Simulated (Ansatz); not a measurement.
Ligand exchange: C2HF5O + MgHF → C2H2F4O + MgF2

Species: C2HF5O `FC(F)OC(F)(F)F`, singlet; MgHF `[F][MgH]`, singlet; C2H2F4O (1,1′-oxybis[1,1-difluoromethane]) `FC(F)OC(F)F`, singlet; MgF2 `[F][Mg][F]`, singlet. The partners trade F for H: C–F and Mg–H bonds give way to C–H and Mg–F.

Shapes, held fixed at every level: PBE0-D4/def2-TZVP. Flexible molecules stand in one conformer, not always the lowest. Programs: Ansatz 0.2.0. Electronic energies: no zero-point or thermal term.

| level | kind | ΔE (kJ/mol) | less CCSD(T)/def2-TZVPP |
| --- | --- | --- | --- |
| HF/def2-TZVPP | Hartree–Fock | -189.4 | +10.9 |
| r2SCAN-D4/def2-TZVPP | meta-GGA | -195.5 | +4.8 |
| B3LYP-D4/def2-TZVPP | global hybrid | -203.9 | -3.6 |
| PBE0-D4/def2-TZVPP | global hybrid | -193.5 | +6.8 |
| wB97M-V/def2-TZVPP | range-separated hybrid | -192.0 | +8.3 |
| B2PLYP/def2-TZVPP | double hybrid | -209.9 | -9.6 |
| CCSD/def2-TZVPP | coupled cluster or CI | -201.3 | -1.0 |
| CCSD(T)/def2-TZVPP | coupled cluster or CI | -200.3 | 0.0 |

The highest level, CCSD(T)/def2-TZVPP, gives ΔE = -200.3 kJ/mol; the levels span -209.9 to -189.4. The column of differences is taken from that level and isn't an error. No measured value is set beside it here. Correlated rows may include outer-core shells of Mg, which these sets cover unevenly.

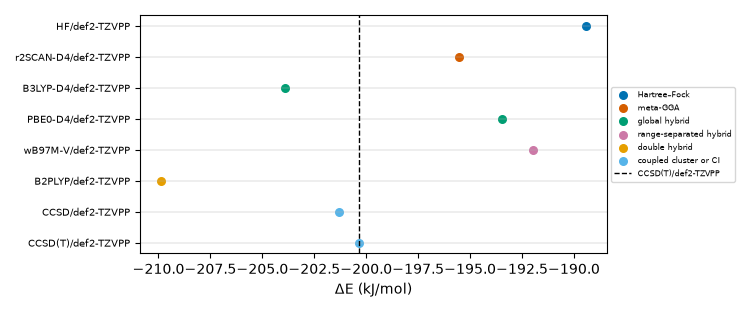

The values of the table, level by level.
